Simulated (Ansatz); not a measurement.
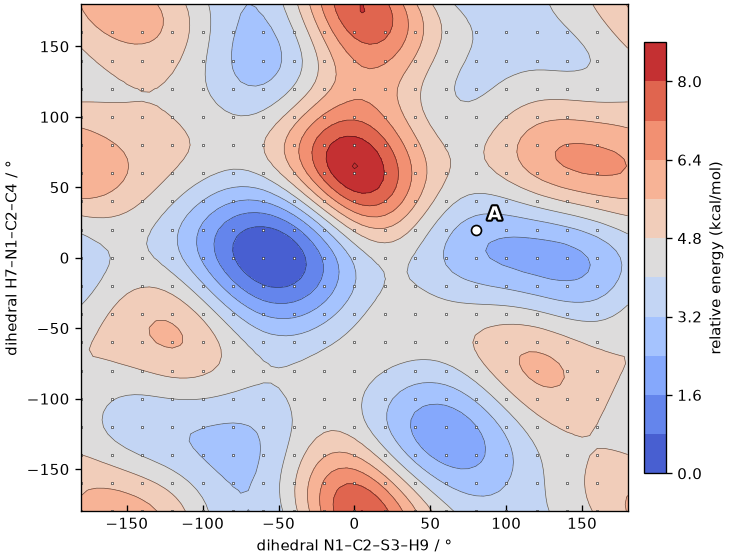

C₂H₄FNOS, SMILES NC(S)=C(O)F. First axis: dihedral N1–C2–S3–H9. Second axis: dihedral H7–N1–C2–C4. Nothing is relaxed (all other coordinates rigid). The scan uses an 18 × 18 grid. Points are written as (first, second). Energies: kcal/mol, counted from the relaxed molecule at the same level. All numbers below come from Ansatz 0.2.0, RHF/def2-SVP.

The picture shows filled contours, dots at the grid points, the point A. Between grid points the surface is interpolated.

Is A at rest? If not, where is it pushed?

Answer. A, at (80°, 20°), is not a stationary point. The computed force is 0.019 kcal/mol for each degree towards larger values of dihedral N1–C2–S3–H9 and 0.035 kcal/mol for each degree towards smaller values of dihedral H7–N1–C2–C4.
